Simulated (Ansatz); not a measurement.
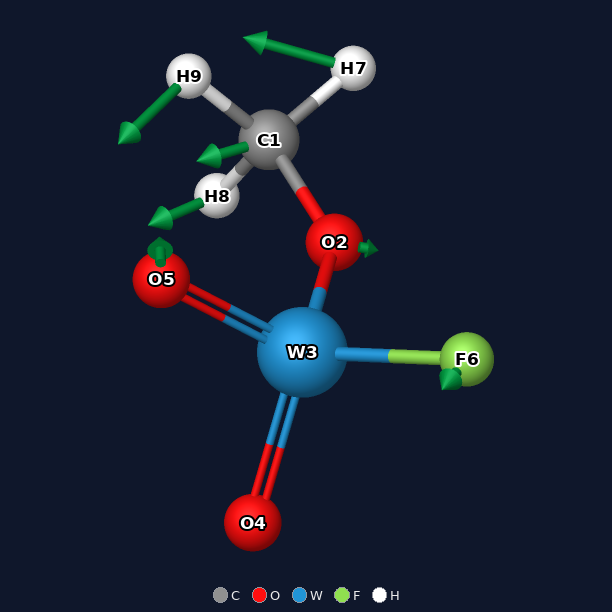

The arrows show one normal mode. The species is neutral and a spin singlet. Harmonic vibrations computed with RKS PBE0-D4/def2-TZVP, core potentials on W (Ansatz 0.2.0) at a stationary point of the same level.

Q: Estimate its harmonic wavenumber.

A: 96 cm⁻¹; it is mode 3 of 21 counted from the lowest.
